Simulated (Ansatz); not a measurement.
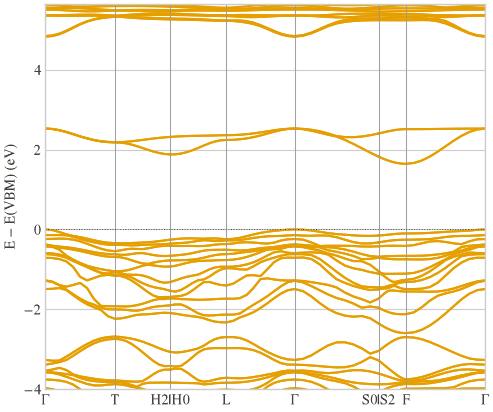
Figure: Band structure from DFT-r²SCAN with spin–orbit coupling in the program Ansatz with PAW potentials

Problem. Read off the gap and where the band edges lie.

Solution. About 1.6 eV (1.64 eV by a search for the band edges); maximum at Γ, minimum at F.

The material is La$_{2}$MgNiO$_{6}$ in space group R-3 (No. 148; La on 6c, Mg on 3b, Ni on 3a, O on 18f).

The workflow started from a Materials Project entry (that database holds measured and hypothetical structures alike); the Crystallography Open Database copy checked does not list it. With Mg and Ni taken as one species the cell has the higher symmetry R-3c, so it may be an ordered model of a mixed-site phase. Its standing as an ambient phase is unchecked. Symmetry was held in the r²SCAN relaxation; its stability against distortions is not shown here. The run is not spin-polarised. No Hubbard U is applied.

Potentials: the later of the program's two PAW sets.
